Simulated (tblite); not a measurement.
# C2H12N2OSi2: geometry relaxation (part 2 of 2)

The same run, continued: C2H12N2OSi2, SMILES CN(C)[SiH](O)N[SiH3]; GFN2-xTB geometry optimisation, gas phase (tblite 0.8.0). 

Geometry of the input (Å):
```
Si 0.5167  -0.5356  -0.6692
N  1.3801  -0.4422  0.7798
Si 2.7561  0.5006  0.5713
O  0.4855  -2.1330  -0.9952
N  -1.0324  -0.0537  -0.1179
C  -1.4229  1.3658  -0.0702
C  -2.2311  -0.8217  -0.5513
H  0.9748  0.3327  -1.7989
H  0.7505  0.0202  1.4510
H  3.6917  -0.1309  -0.4435
H  2.3761  1.8490  0.2101
H  3.4456  0.5412  1.9267
H  0.5498  -2.6670  -0.2038
H  -0.6441  1.9643  0.4078
H  -1.5949  1.7707  -1.0897
H  -2.3085  1.5092  0.5475
H  -3.1239  -0.5323  0.0613
H  -2.4652  -0.6606  -1.5978
H  -2.1091  -1.8826  -0.3790
```

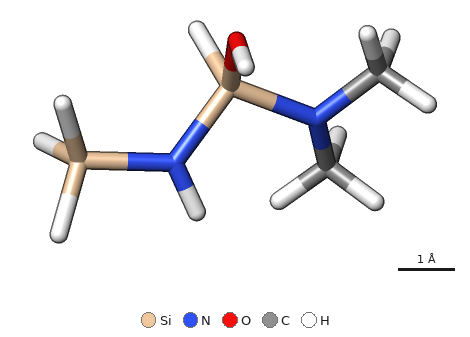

The geometry at step 133 of the log (stick view, seen at a tilt).

## Trajectory as extended XYZ, continued
```
19
Properties=species:S:1:pos:R:3:forces:R:3 step=77 energy=-650.06858
Si    0.3948   -0.5786   -0.6307   -0.0070   0.0100   0.0100
N     1.3746    0.0136    0.6738    0.0070   0.0230  -0.0100
Si    2.9840    0.6261    0.6055    0.0160  -0.0160   0.0010
O     0.4691   -2.1978   -0.7628   -0.0120   0.0150  -0.0300
N    -1.2092   -0.0893   -0.2418    0.0050   0.0110  -0.0100
C    -1.5095    1.2948    0.0300   -0.0100  -0.0160   0.0140
C    -2.3566   -0.8009   -0.7448    0.0010   0.0040   0.0050
H     0.9096   -0.1480   -1.9251    0.0230  -0.0080  -0.0070
H     0.8654    0.2515    1.5109    0.0010  -0.0150  -0.0410
H     3.7495   -0.2215   -0.3057   -0.0300   0.0190   0.0110
H     3.0140    2.0255    0.1487    0.0180  -0.0310  -0.0060
H     3.4978    0.5480    1.9765   -0.0070   0.0110   0.0020
H     0.5694   -2.7416    0.0133   -0.0180   0.0110   0.0210
H    -0.6097    1.8042    0.3654   -0.0350   0.0000   0.0050
H    -1.8887    1.8082   -0.8637    0.0190  -0.0140   0.0310
H    -2.2748    1.3605    0.8100    0.0010   0.0280  -0.0010
H    -3.1424   -0.8218    0.0163   -0.0120  -0.0280   0.0150
H    -2.7704   -0.3212   -1.6399    0.0270  -0.0060  -0.0260
H    -2.0719   -1.8177   -0.9967    0.0110   0.0020   0.0150
19
Properties=species:S:1:pos:R:3:forces:R:3 step=84 energy=-650.07307
Si    0.4031   -0.5603   -0.6272   -0.0670   0.0160   0.0170
N     1.3812    0.0498    0.6689   -0.0460   0.0490   0.0070
Si    3.0070    0.6175    0.6030   -0.0160  -0.0300  -0.0370
O     0.5127   -2.1760   -0.7574   -0.0360  -0.0590   0.0640
N    -1.2093   -0.1033   -0.2186   -0.0100   0.0490   0.0210
C    -1.5291    1.2750    0.0648   -0.0040   0.0240  -0.0010
C    -2.3433   -0.8075   -0.7641    0.0400  -0.0200   0.0210
H     0.8893   -0.1487   -1.9363    0.0440   0.0210  -0.0250
H     0.8605    0.3334    1.4841    0.0210  -0.0010  -0.0090
H     3.7281   -0.2753   -0.2969    0.0270  -0.0080   0.0150
H     3.0856    1.9988    0.1040    0.0080   0.0100  -0.0020
H     3.5119    0.5685    1.9780   -0.0080  -0.0060   0.0010
H     0.4694   -2.7151    0.0298    0.0020   0.0160  -0.0620
H    -0.6400    1.7947    0.4124   -0.0190  -0.0030   0.0030
H    -1.9016    1.7873   -0.8322    0.0060   0.0130   0.0420
H    -2.3040    1.3365    0.8376    0.0270  -0.0370  -0.0400
H    -3.1491   -0.8484   -0.0236    0.0090   0.0240  -0.0260
H    -2.7279   -0.3130   -1.6658    0.0040  -0.0390   0.0310
H    -2.0497   -1.8200   -1.0211    0.0150  -0.0180  -0.0200
19
Properties=species:S:1:pos:R:3:forces:R:3 step=98 energy=-650.08001
Si    0.4010   -0.5321   -0.6272    0.0300  -0.0030  -0.0070
N     1.3764    0.1366    0.6370    0.0010  -0.0060   0.0220
Si    3.0332    0.6055    0.5822   -0.0050   0.0010   0.0210
O     0.5102   -2.1505   -0.7380    0.0050   0.0020  -0.0090
N    -1.2116   -0.0996   -0.2062   -0.0080  -0.0050  -0.0030
C    -1.5611    1.2634    0.1039   -0.0170   0.0200   0.0020
C    -2.3171   -0.8220   -0.7820   -0.0230  -0.0280  -0.0070
H     0.8973   -0.1443   -1.9417    0.0040   0.0050  -0.0010
H     0.8715    0.4227    1.4603    0.0110   0.0010  -0.0110
H     3.7387   -0.3510   -0.2624    0.0120  -0.0130  -0.0020
H     3.1893    1.9657    0.0435    0.0050  -0.0120  -0.0030
H     3.5018    0.5732    1.9719    0.0020   0.0060  -0.0140
H     0.3572   -2.6973    0.0284    0.0130   0.0010   0.0060
H    -0.6901    1.7870    0.4866    0.0040   0.0160  -0.0020
H    -1.9251    1.7959   -0.7830   -0.0040   0.0210  -0.0070
H    -2.3511    1.2855    0.8603   -0.0230  -0.0130   0.0110
H    -3.1459   -0.8721   -0.0682    0.0130   0.0160  -0.0170
H    -2.6809   -0.3417   -1.6994   -0.0100  -0.0110   0.0270
H    -1.9986   -1.8309   -1.0269   -0.0110   0.0020  -0.0050
19
Properties=species:S:1:pos:R:3:forces:R:3 step=105 energy=-650.08121
Si    0.4055   -0.5264   -0.6262   -0.0050   0.0150  -0.0170
N     1.3822    0.1378    0.6404   -0.0070  -0.0020  -0.0050
Si    3.0421    0.5965    0.5816   -0.0020  -0.0030  -0.0090
O     0.5161   -2.1453   -0.7345   -0.0020   0.0250  -0.0040
N    -1.2116   -0.0953   -0.2162   -0.0050  -0.0020  -0.0050
C    -1.5752    1.2614    0.1098    0.0100   0.0010  -0.0110
C    -2.3159   -0.8239   -0.7886   -0.0140   0.0030   0.0020
H     0.9062   -0.1382   -1.9398   -0.0040  -0.0010   0.0080
H     0.8764    0.4527    1.4519   -0.0030  -0.0020   0.0040
H     3.7464   -0.3720   -0.2515   -0.0010  -0.0110   0.0090
H     3.2080    1.9481    0.0233    0.0050  -0.0150   0.0080
H     3.5062    0.5755    1.9721    0.0090   0.0110   0.0000
H     0.3544   -2.6860    0.0345    0.0160  -0.0120   0.0050
H    -0.7095    1.7900    0.4979    0.0020   0.0010   0.0280
H    -1.9396    1.8058   -0.7699   -0.0240  -0.0120  -0.0130
H    -2.3684    1.2636    0.8645    0.0120   0.0060  -0.0090
H    -3.1414   -0.8727   -0.0724   -0.0050  -0.0100   0.0160
H    -2.6889   -0.3451   -1.7020    0.0080   0.0070  -0.0090
H    -1.9981   -1.8321   -1.0357    0.0080   0.0010   0.0030
19
Properties=species:S:1:pos:R:3:forces:R:3 step=112 energy=-650.08206
Si    0.4044   -0.5184   -0.6285   -0.0020   0.0030  -0.0070
N     1.3827    0.1374    0.6421   -0.0030   0.0070  -0.0050
Si    3.0459    0.5860    0.5824   -0.0010   0.0060  -0.0190
O     0.5173   -2.1368   -0.7372   -0.0060  -0.0100   0.0060
N    -1.2145   -0.0882   -0.2248    0.0070  -0.0040   0.0120
C    -1.5837    1.2651    0.1085    0.0000  -0.0140   0.0040
C    -2.3186   -0.8238   -0.7892    0.0140   0.0090   0.0030
H     0.9111   -0.1352   -1.9415   -0.0120   0.0120   0.0110
H     0.8774    0.4586    1.4516    0.0030  -0.0020  -0.0030
H     3.7516   -0.3924   -0.2395   -0.0180  -0.0020   0.0180
H     3.2188    1.9330    0.0157    0.0030  -0.0130  -0.0070
H     3.5136    0.5839    1.9714   -0.0040  -0.0060   0.0110
H     0.3743   -2.6813    0.0333    0.0150   0.0110  -0.0120
H    -0.7225    1.7946    0.5069   -0.0070   0.0000  -0.0140
H    -1.9530    1.8119   -0.7682    0.0070  -0.0050   0.0030
H    -2.3778    1.2565    0.8620   -0.0050   0.0120   0.0000
H    -3.1405   -0.8760   -0.0685    0.0060  -0.0020   0.0030
H    -2.6968   -0.3502   -1.7031   -0.0010   0.0090  -0.0020
H    -1.9948   -1.8303   -1.0342    0.0040  -0.0090  -0.0020
19
Properties=species:S:1:pos:R:3:forces:R:3 step=119 energy=-650.08493
Si    0.4046   -0.4736   -0.6270   -0.0010  -0.0040   0.0450
N     1.3803    0.1860    0.6418    0.0140   0.0100   0.0350
Si    3.0659    0.5410    0.5771    0.0040  -0.0200   0.0200
O     0.5432   -2.0891   -0.7500    0.0080  -0.0100   0.0020
N    -1.2203   -0.0828   -0.2117   -0.0090   0.0200   0.0050
C    -1.6327    1.2543    0.1342   -0.0030   0.0280  -0.0130
C    -2.3003   -0.8332   -0.8014   -0.0110  -0.0040   0.0340
H     0.8991   -0.0645   -1.9351   -0.0090   0.0060  -0.0360
H     0.8806    0.5571    1.4327    0.0070   0.0030  -0.0090
H     3.7106   -0.5460   -0.1538    0.0060   0.0220   0.0040
H     3.3164    1.8302   -0.0823    0.0110  -0.0040  -0.0330
H     3.5358    0.6214    1.9646   -0.0450  -0.0180  -0.0040
H     0.4124   -2.6438    0.0158    0.0180   0.0290  -0.0210
H    -0.7981    1.8056    0.5578    0.0180  -0.0140  -0.0040
H    -1.9983    1.8025   -0.7427    0.0060   0.0110  -0.0220
H    -2.4459    1.2196    0.8673    0.0280  -0.0310   0.0040
H    -3.1234   -0.9025   -0.0843   -0.0480  -0.0390  -0.0270
H    -2.6795   -0.3550   -1.7141    0.0230  -0.0260   0.0320
H    -1.9554   -1.8331   -1.0495   -0.0170   0.0390  -0.0100
19
Properties=species:S:1:pos:R:3:forces:R:3 step=126 energy=-650.09041
Si    0.3991   -0.4184   -0.6232   -0.0220  -0.0080   0.0170
N     1.3765    0.2227    0.6529    0.0080   0.0110  -0.0030
Si    3.0791    0.4814    0.5764    0.0180  -0.0190   0.0310
O     0.5817   -2.0266   -0.7757    0.0090   0.0280  -0.0290
N    -1.2321   -0.0720   -0.1925   -0.0360  -0.0170   0.0120
C    -1.6828    1.2534    0.1470    0.0120   0.0160   0.0290
C    -2.2909   -0.8403   -0.7970   -0.0140  -0.0290  -0.0480
H     0.8584    0.0240   -1.9356   -0.0030   0.0140  -0.0170
H     0.8859    0.6557    1.4165    0.0110   0.0200  -0.0060
H     3.6655   -0.7099   -0.0337    0.0110   0.0330  -0.0080
H     3.4129    1.6808   -0.2087   -0.0030  -0.0510   0.0230
H     3.5324    0.6479    1.9626   -0.0440   0.0140  -0.0320
H     0.5437   -2.5816   -0.0015    0.0030  -0.0200   0.0180
H    -0.8704    1.8238    0.5865    0.0390   0.0120  -0.0040
H    -2.0516    1.7959   -0.7334    0.0160  -0.0130   0.0100
H    -2.5011    1.1873    0.8704   -0.0140   0.0180   0.0090
H    -3.1215   -0.9626   -0.0946    0.0260   0.0320  -0.0020
H    -2.6712   -0.3480   -1.6996   -0.0520  -0.0040  -0.0080
H    -1.9187   -1.8193   -1.0775    0.0340  -0.0390   0.0080
19
Properties=species:S:1:pos:R:3:forces:R:3 step=133 energy=-650.09424
Si    0.3903   -0.3781   -0.6226   -0.0020   0.0030  -0.0130
N     1.3755    0.2596    0.6487   -0.0070   0.0000   0.0020
Si    3.0892    0.4336    0.5784    0.0020  -0.0060  -0.0050
O     0.6078   -1.9806   -0.7923    0.0000   0.0040   0.0260
N    -1.2453   -0.0660   -0.1801    0.0020  -0.0100  -0.0060
C    -1.7168    1.2517    0.1653    0.0070  -0.0070  -0.0020
C    -2.2831   -0.8509   -0.8024    0.0050  -0.0040  -0.0040
H     0.8249    0.0874   -1.9388   -0.0100   0.0000   0.0200
H     0.9020    0.7343    1.3984    0.0050   0.0060  -0.0380
H     3.6420   -0.8104    0.0454   -0.0050   0.0140   0.0220
H     3.4902    1.5547   -0.2843   -0.0090  -0.0150   0.0270
H     3.5119    0.6765    1.9606   -0.0030   0.0060  -0.0100
H     0.6142   -2.5398   -0.0184    0.0000   0.0220  -0.0370
H    -0.9157    1.8318    0.6150    0.0110  -0.0180  -0.0060
H    -2.0815    1.7919   -0.7176    0.0030   0.0150   0.0020
H    -2.5440    1.1730    0.8776    0.0120   0.0030   0.0090
H    -3.1137   -0.9967   -0.1052    0.0120   0.0090   0.0000
H    -2.6732   -0.3604   -1.7029   -0.0060  -0.0120   0.0120
H    -1.8797   -1.8177   -1.0857   -0.0190  -0.0100   0.0020
19
Properties=species:S:1:pos:R:3:forces:R:3 step=140 energy=-650.09620
Si    0.3849   -0.3450   -0.6244    0.0000   0.0030  -0.0160
N     1.3715    0.2605    0.6621    0.0320  -0.0030  -0.0510
Si    3.0905    0.3881    0.5877   -0.0150  -0.0060   0.0040
O     0.6363   -1.9373   -0.8227   -0.0100   0.0050  -0.0440
N    -1.2550   -0.0643   -0.1800    0.0120  -0.0070   0.0070
C    -1.7382    1.2484    0.1674    0.0090  -0.0030   0.0110
C    -2.2854   -0.8620   -0.7981   -0.0010   0.0130   0.0110
H     0.7988    0.1691   -1.9293    0.0020  -0.0120  -0.0080
H     0.9113    0.8107    1.3649   -0.0200   0.0320   0.0160
H     3.6113   -0.9008    0.1340   -0.0120   0.0160   0.0300
H     3.5358    1.4398   -0.3370   -0.0130  -0.0030   0.0150
H     3.5033    0.7107    1.9554    0.0110  -0.0070   0.0040
H     0.7131   -2.4969   -0.0548   -0.0040  -0.0140   0.0130
H    -0.9413    1.8289    0.6235    0.0150   0.0050  -0.0090
H    -2.1031    1.7929   -0.7132    0.0110  -0.0030   0.0000
H    -2.5657    1.1655    0.8781   -0.0040  -0.0170   0.0100
H    -3.1084   -1.0158   -0.0948   -0.0150  -0.0020   0.0080
H    -2.6866   -0.3726   -1.6934   -0.0150  -0.0100  -0.0140
H    -1.8781   -1.8259   -1.0863    0.0160   0.0110   0.0120
19
Properties=species:S:1:pos:R:3:forces:R:3 step=147 energy=-650.09879
Si    0.3810   -0.3270   -0.6440    0.0150  -0.0140   0.0380
N     1.3700    0.2824    0.6396    0.0140   0.0250   0.0140
Si    3.0927    0.3768    0.5990   -0.0250   0.0030   0.0180
O     0.6378   -1.9164   -0.8570    0.0200  -0.0130  -0.0010
N    -1.2562   -0.0696   -0.1760   -0.0090   0.0140   0.0000
C    -1.7387    1.2414    0.1772    0.0000   0.0140   0.0020
C    -2.2848   -0.8733   -0.7891   -0.0170  -0.0020   0.0070
H     0.7784    0.2055   -1.9449    0.0080  -0.0130  -0.0420
H     0.9148    0.8623    1.3236   -0.0090  -0.0140  -0.0260
H     3.5967   -0.9363    0.2056    0.0040  -0.0070  -0.0070
H     3.5690    1.3970   -0.3443    0.0000  -0.0110   0.0080
H     3.4940    0.7257    1.9646   -0.0110   0.0030  -0.0050
H     0.7143   -2.4814   -0.0917   -0.0040   0.0120  -0.0250
H    -0.9385    1.8157    0.6357   -0.0070   0.0120   0.0110
H    -2.0973    1.7947   -0.7005   -0.0110  -0.0150  -0.0020
H    -2.5679    1.1570    0.8864    0.0140  -0.0130  -0.0020
H    -3.1152   -1.0161   -0.0914    0.0150   0.0040   0.0160
H    -2.6814   -0.4025   -1.6967    0.0030   0.0090  -0.0070
H    -1.8736   -1.8416   -1.0568   -0.0010   0.0060   0.0020
19
Properties=species:S:1:pos:R:3:forces:R:3 step=154 energy=-650.10097
Si    0.3837   -0.3138   -0.6657   -0.0130  -0.0030   0.0050
N     1.3646    0.3129    0.6149   -0.0040   0.0170   0.0210
Si    3.0889    0.3586    0.6159    0.0210  -0.0150  -0.0470
O     0.6598   -1.9011   -0.8692    0.0050  -0.0050   0.0150
N    -1.2521   -0.0638   -0.1867    0.0070   0.0180  -0.0200
C    -1.7442    1.2368    0.1927   -0.0010  -0.0050   0.0030
C    -2.2807   -0.8736   -0.7920    0.0130  -0.0020   0.0210
H     0.7612    0.2010   -1.9813    0.0140  -0.0020  -0.0050
H     0.9062    0.9293    1.2640    0.0210  -0.0150  -0.0160
H     3.5722   -0.9787    0.2723   -0.0180   0.0220   0.0130
H     3.6121    1.3317   -0.3525   -0.0010  -0.0070   0.0140
H     3.4732    0.7434    1.9752   -0.0140   0.0040   0.0190
H     0.7347   -2.4591   -0.0986   -0.0040   0.0010  -0.0270
H    -0.9465    1.8181    0.6473   -0.0040  -0.0060  -0.0060
H    -2.1262    1.7974   -0.6703   -0.0110  -0.0210  -0.0010
H    -2.5583    1.1286    0.9158   -0.0030   0.0000  -0.0040
H    -3.0925   -1.0388   -0.0792   -0.0340   0.0190   0.0200
H    -2.7003   -0.4015   -1.6888    0.0060   0.0180   0.0150
H    -1.8609   -1.8330   -1.0746    0.0180  -0.0180  -0.0190
19
Properties=species:S:1:pos:R:3:forces:R:3 step=168 energy=-650.10270
Si    0.3854   -0.2893   -0.6893    0.0050   0.0000  -0.0030
N     1.3676    0.3519    0.5831   -0.0020   0.0040   0.0030
Si    3.0916    0.3346    0.6318    0.0070   0.0010   0.0060
O     0.6858   -1.8702   -0.9028   -0.0030   0.0000  -0.0040
N    -1.2479   -0.0626   -0.1910    0.0010  -0.0060  -0.0040
C    -1.7575    1.2249    0.2070   -0.0010  -0.0040  -0.0040
C    -2.2781   -0.8798   -0.7829   -0.0020  -0.0030  -0.0020
H     0.7509    0.2268   -2.0092   -0.0070   0.0030   0.0070
H     0.9221    1.0153    1.1925    0.0030  -0.0030   0.0000
H     3.5296   -1.0359    0.3760    0.0010  -0.0020   0.0010
H     3.6873    1.2363   -0.3619   -0.0040  -0.0010   0.0010
H     3.4374    0.7747    1.9861    0.0030  -0.0020  -0.0030
H     0.7618   -2.4389   -0.1410   -0.0060   0.0000   0.0010
H    -0.9653    1.8191    0.6536    0.0020   0.0040  -0.0080
H    -2.1661    1.7803   -0.6468   -0.0060   0.0060  -0.0020
H    -2.5580    1.0952    0.9415   -0.0030   0.0010   0.0050
H    -3.0798   -1.0511   -0.0585    0.0060  -0.0030   0.0030
H    -2.7153   -0.4023   -1.6686    0.0020  -0.0030   0.0020
H    -1.8564   -1.8348   -1.0803    0.0040   0.0070   0.0000
19
Properties=species:S:1:pos:R:3:forces:R:3 step=175 energy=-650.10301
Si    0.3876   -0.2818   -0.6901   -0.0080   0.0110  -0.0080
N     1.3691    0.3604    0.5828    0.0050  -0.0210  -0.0140
Si    3.0931    0.3251    0.6375   -0.0080   0.0020   0.0070
O     0.6889   -1.8621   -0.9081    0.0000   0.0170   0.0030
N    -1.2476   -0.0595   -0.1959    0.0020   0.0080  -0.0050
C    -1.7637    1.2235    0.2073    0.0020   0.0060   0.0060
C    -2.2750   -0.8826   -0.7838    0.0090  -0.0010  -0.0010
H     0.7505    0.2431   -2.0076   -0.0030  -0.0100   0.0050
H     0.9293    1.0402    1.1774   -0.0060   0.0080   0.0140
H     3.5143   -1.0539    0.3998    0.0050   0.0000   0.0040
H     3.6989    1.2074   -0.3672    0.0030   0.0000   0.0010
H     3.4397    0.7797    1.9871    0.0030  -0.0050  -0.0080
H     0.7589   -2.4338   -0.1478   -0.0040   0.0040  -0.0020
H    -0.9701    1.8251    0.6409    0.0000   0.0080   0.0020
H    -2.1899    1.7765   -0.6400    0.0010  -0.0160  -0.0020
H    -2.5525    1.0871    0.9537    0.0020   0.0060   0.0020
H    -3.0674   -1.0688   -0.0526    0.0050  -0.0010  -0.0040
H    -2.7251   -0.4022   -1.6615   -0.0010  -0.0060   0.0050
H    -1.8441   -1.8293   -1.0927   -0.0060  -0.0100  -0.0050
19
Properties=species:S:1:pos:R:3:forces:R:3 step=182 energy=-650.10332
Si    0.3872   -0.2703   -0.6931    0.0000  -0.0050   0.0070
N     1.3712    0.3657    0.5809    0.0060   0.0020  -0.0010
Si    3.0950    0.3158    0.6423   -0.0090   0.0000   0.0000
O     0.6912   -1.8490   -0.9156    0.0050  -0.0060   0.0010
N    -1.2477   -0.0555   -0.1965    0.0000   0.0070   0.0030
C    -1.7705    1.2248    0.2071   -0.0030   0.0040   0.0020
C    -2.2704   -0.8863   -0.7820    0.0020   0.0020   0.0030
H     0.7437    0.2549   -2.0109    0.0070   0.0050  -0.0110
H     0.9364    1.0522    1.1722   -0.0040  -0.0010   0.0040
H     3.5077   -1.0693    0.4245    0.0010   0.0020   0.0000
H     3.7124    1.1815   -0.3698    0.0000  -0.0030   0.0010
H     3.4425    0.7821    1.9873   -0.0010  -0.0020  -0.0010
H     0.7555   -2.4249   -0.1579   -0.0030   0.0090  -0.0050
H    -0.9779    1.8370    0.6285   -0.0030  -0.0070  -0.0040
H    -2.2110    1.7675   -0.6396    0.0000  -0.0050   0.0040
H    -2.5500    1.0863    0.9631    0.0050   0.0020  -0.0050
H    -3.0567   -1.0841   -0.0478   -0.0020   0.0010   0.0060
H    -2.7305   -0.4068   -1.6545   -0.0030   0.0030  -0.0030
H    -1.8332   -1.8276   -1.0989    0.0020  -0.0070   0.0010
19
Properties=species:S:1:pos:R:3:forces:R:3 step=184 energy=-650.10336
Si    0.3872   -0.2682   -0.6945    0.0000  -0.0010  -0.0040
N     1.3715    0.3670    0.5797   -0.0030   0.0030  -0.0020
Si    3.0949    0.3140    0.6438   -0.0020   0.0000   0.0060
O     0.6924   -1.8463   -0.9198    0.0030   0.0000  -0.0020
N    -1.2476   -0.0555   -0.1956    0.0010   0.0020  -0.0030
C    -1.7713    1.2246    0.2069    0.0010   0.0020  -0.0020
C    -2.2701   -0.8872   -0.7804    0.0010   0.0000  -0.0010
H     0.7423    0.2583   -2.0130    0.0040   0.0020   0.0020
H     0.9372    1.0547    1.1700   -0.0040  -0.0020   0.0030
H     3.5057   -1.0724    0.4320    0.0010  -0.0010  -0.0030
H     3.7156    1.1759   -0.3693    0.0010  -0.0020  -0.0030
H     3.4420    0.7832    1.9879   -0.0020  -0.0010  -0.0010
H     0.7564   -2.4225   -0.1626   -0.0020   0.0010   0.0010
H    -0.9788    1.8385    0.6253    0.0030  -0.0020   0.0010
H    -2.2137    1.7650   -0.6399   -0.0040  -0.0010  -0.0010
H    -2.5491    1.0867    0.9645    0.0010   0.0000  -0.0010
H    -3.0558   -1.0855   -0.0452    0.0030   0.0010   0.0000
H    -2.7314   -0.4079   -1.6527    0.0000   0.0000   0.0040
H    -1.8324   -1.8283   -1.0979   -0.0020  -0.0020   0.0050
```

## Summary

| quantity | value |
| --- | --- |
| outcome | converged |
| total energy | −650.1034 eV |
| hardware | 1 CPU thread, shared host |
| wall time | 8.5 s |
| peak memory | 0.18 GiB |
